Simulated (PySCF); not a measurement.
## What a change does: NMR shielding calculation on C3H11PSi2

System: C3H11PSi2.
Method of run 1: GIAO B3LYP/pcSseg-1 NMR shielding, non-relativistic, gas phase (PySCF 2.14.0).

The geometry comes from this level: PBE0-D3(BJ)/def2-SVP. Text and figures count atoms from 1; the logs count them from 0 in places.

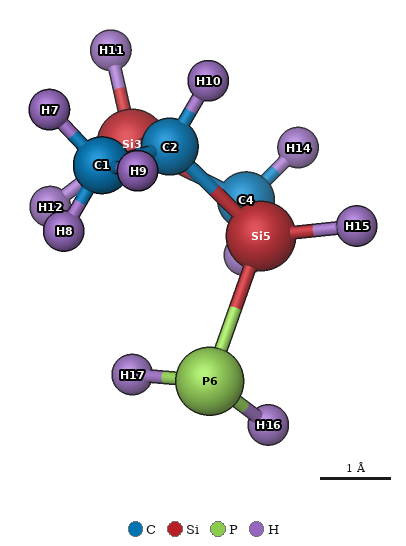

The input geometry (ball-and-stick view, seen at a tilt; atoms are numbered from 1 in the order of the input).

**Input, run 1**
```
{"job": {"kind": "nmr", "xc": "B3LYP", "basis": "pcSseg-1", "pop": false}, "charge": 0, "multiplicity": 1}
C     -0.809483    -1.992291    -0.483370
C     -0.850792    -0.677749     0.281860
Si    -1.163003     0.999639    -0.577602
C      0.057077     1.859715     0.604217
Si     0.724443     0.123731     1.010757
P      2.528376    -0.518129    -0.203091
H     -1.786969    -2.240359    -0.928128
H     -0.079806    -1.955563    -1.308168
H     -0.522056    -2.836105     0.164303
H     -1.579128    -0.733646     1.114863
H     -2.571282     1.507544    -0.570716
H     -0.663791     0.993948    -1.988774
H      0.752008     2.605276     0.193949
H     -0.464186     2.302957     1.469822
H      1.027287    -0.159688     2.450433
H      3.312454     0.607099     0.201210
H      2.054009     0.125409    -1.389083
```

The first line tells a small driver script what to run in PySCF; the rest is the geometry in Å.

Hardware: 1 CPU thread, shared host.

**Output (run 1)**
```
coarse grid: 14952 points
cycle   1  E = -1041.1853675632  dE =  2.737e-01  |g| = 5.459e-01  |ddm| = 3.682e+00
cycle   2  E = -1041.1134902446  dE =  7.188e-02  |g| = 7.363e-01  |ddm| = 1.291e+00
cycle   3  E = -1041.2619616491  dE = -1.485e-01  |g| = 6.660e-02  |ddm| = 8.877e-01
cycle   4  E = -1041.2630931161  dE = -1.131e-03  |g| = 3.073e-02  |ddm| = 1.560e-01
cycle   5  E = -1041.2633436652  dE = -2.505e-04  |g| = 4.875e-03  |ddm| = 4.400e-02
cycle   6  E = -1041.2633483138  dE = -4.649e-06  |g| = 2.557e-03  |ddm| = 8.536e-03
final grid: 128496 points
cycle   7  E = -1041.3000638249  dE = -1.547e-05  |g| = 6.222e-03  |ddm| = 2.314e-02
cycle   8  E = -1041.3000537573  dE =  1.007e-05  |g| = 8.630e-03  |ddm| = 1.609e-02
cycle   9  E = -1041.3000738622  dE = -2.010e-05  |g| = 6.553e-04  |ddm| = 1.015e-02
cycle  10  E = -1041.3000739618  dE = -9.955e-08  |g| = 1.434e-04  |ddm| = 7.529e-04
cycle  11  E = -1041.3000739667  dE = -4.877e-09  |g| = 3.637e-05  |ddm| = 1.604e-04
cycle  12  E = -1041.3000739669  dE = -2.792e-10  |g| = 1.197e-05  |ddm| = 4.957e-05
converged SCF energy = -1041.3000739669

GIAO shielding tensors (ppm)
atom      isotropic    diamagn.    paramagn.     s11        s22        s33       span
  0 C      165.639     241.911     -76.272    157.664    158.573    180.682     23.018
  1 C      168.074     257.736     -89.662    145.951    166.938    191.333     45.382
  2 Si     364.200     881.084    -516.884    326.327    350.252    416.020     89.693
  3 C      181.215     259.396     -78.180    167.181    184.240    192.224     25.043
  4 Si     335.432     881.871    -546.439    283.702    341.597    380.998     97.296
  5 P      561.364     967.629    -406.265    525.333    547.642    611.117     85.784
  6 H       30.173      28.087       2.086     25.155     27.718     37.646     12.492
  7 H       30.380      30.187       0.192     25.718     30.771     34.650      8.931
  8 H       30.171      28.505       1.666     25.798     27.338     37.377     11.579
  9 H       30.229      32.452      -2.223     26.064     29.682     34.941      8.876
 10 H       26.578      29.665      -3.086     22.897     24.340     32.498      9.601
 11 H       26.859      30.735      -3.876     24.430     25.224     30.923      6.493
 12 H       31.208      31.896      -0.689     26.485     28.752     38.386     11.902
 13 H       30.817      31.336      -0.519     26.904     27.632     37.916     11.012
 14 H       26.161      30.126      -3.965     23.351     23.752     31.379      8.028
 15 H       29.889      29.666       0.223     25.659     26.575     37.435     11.776
 16 H       29.644      31.252      -1.608     24.821     28.681     35.428     10.607
```

Run 2 used a changed input.

**The two runs side by side**

| quantity | run 1 | run 2 |
| --- | --- | --- |
| outcome | converged | converged |
| total energy (hartree) | −1041.300074 | −1040.711007 |
| HOMO (eV) | −7.01 | −7.24 |
| LUMO (eV) | −0.11 | 0.05 |
| dipole moment (D) | 1.15 | 1.23 |
| shielding of C1 (ppm) | 165.6 | 171.3 |
| shielding of C2 (ppm) | 168.1 | 175.4 |
| shielding of Si3 (ppm) | 364.2 | 377.9 |
| shielding of C4 (ppm) | 181.2 | 187.2 |
| shielding of Si5 (ppm) | 335.4 | 352.2 |
| shielding of P6 (ppm) | 561.4 | 587.3 |
| shielding of H17 (ppm) | 29.6 | 29.4 |
| SCF iterations | 12 | 12 |
| basis functions | 178 | 178 |
| wall time (shared host) | 20 s | 25 s |

Which change of the input explains these differences?

The change (lines with − go, lines with + come):
```diff
-"xc": "B3LYP"
+"xc": "PBE0"
-"pop": false
```

The total energies belong to different methods, so their difference says nothing on which is more stable or more accurate. The HOMO goes from −7.01 to −7.24 eV. The LUMO goes from −0.11 to 0.05 eV. The dipole moment goes from 1.15 to 1.23 D. Of all shieldings, the largest change is that of P6, by +25.9 ppm. The functional changes from B3LYP to PBE0. The number of SCF iterations is the same.

**Output (run 2)**
```
coarse grid: 14952 points
cycle   1  E = -1040.6180915823  dE =  2.885e-01  |g| = 4.694e-01  |ddm| = 3.680e+00
cycle   2  E = -1040.5825960297  dE =  3.550e-02  |g| = 5.846e-01  |ddm| = 1.055e+00
cycle   3  E = -1040.6753562832  dE = -9.276e-02  |g| = 5.261e-02  |ddm| = 6.908e-01
cycle   4  E = -1040.6760296991  dE = -6.734e-04  |g| = 2.439e-02  |ddm| = 1.227e-01
cycle   5  E = -1040.6761883562  dE = -1.587e-04  |g| = 3.840e-03  |ddm| = 3.538e-02
cycle   6  E = -1040.6761912942  dE = -2.938e-06  |g| = 1.838e-03  |ddm| = 6.569e-03
final grid: 128496 points
cycle   7  E = -1040.7109911792  dE = -2.057e-05  |g| = 7.633e-03  |ddm| = 2.810e-02
cycle   8  E = -1040.7109796173  dE =  1.156e-05  |g| = 9.956e-03  |ddm| = 2.091e-02
cycle   9  E = -1040.7110067901  dE = -2.717e-05  |g| = 6.376e-04  |ddm| = 1.252e-02
cycle  10  E = -1040.7110068844  dE = -9.427e-08  |g| = 1.913e-04  |ddm| = 8.963e-04
cycle  11  E = -1040.7110068931  dE = -8.729e-09  |g| = 3.061e-05  |ddm| = 1.725e-04
cycle  12  E = -1040.7110068933  dE = -1.792e-10  |g| = 1.128e-05  |ddm| = 4.921e-05
converged SCF energy = -1040.7110068933

GIAO shielding tensors (ppm)
atom      isotropic    diamagn.    paramagn.     s11        s22        s33       span
  0 C      171.262     242.541     -71.279    163.463    164.222    186.101     22.638
  1 C      175.397     258.480     -83.083    154.169    173.404    198.617     44.448
  2 Si     377.907     880.971    -503.064    341.524    363.486    428.713     87.189
  3 C      187.237     260.446     -73.210    173.783    190.272    197.655     23.872
  4 Si     352.212     881.691    -529.479    302.261    356.670    397.706     95.445
  5 P      587.258     967.527    -380.269    550.132    572.282    639.360     89.228
  6 H       30.086      28.005       2.081     24.856     27.505     37.898     13.042
  7 H       30.285      29.695       0.590     25.405     30.643     34.807      9.402
  8 H       30.084      28.373       1.711     25.502     27.130     37.619     12.117
  9 H       30.091      32.392      -2.301     25.713     29.287     35.274      9.561
 10 H       26.390      29.448      -3.058     22.643     24.093     32.434      9.791
 11 H       26.643      30.200      -3.557     24.182     24.944     30.802      6.620
 12 H       31.074      31.721      -0.647     26.119     28.414     38.689     12.570
 13 H       30.675      31.271      -0.596     26.569     27.240     38.216     11.647
 14 H       25.960      29.953      -3.993     23.063     23.506     31.311      8.247
 15 H       29.683      29.432       0.251     25.200     26.234     37.615     12.415
 16 H       29.397      30.508      -1.111     24.380     28.348     35.462     11.082
```
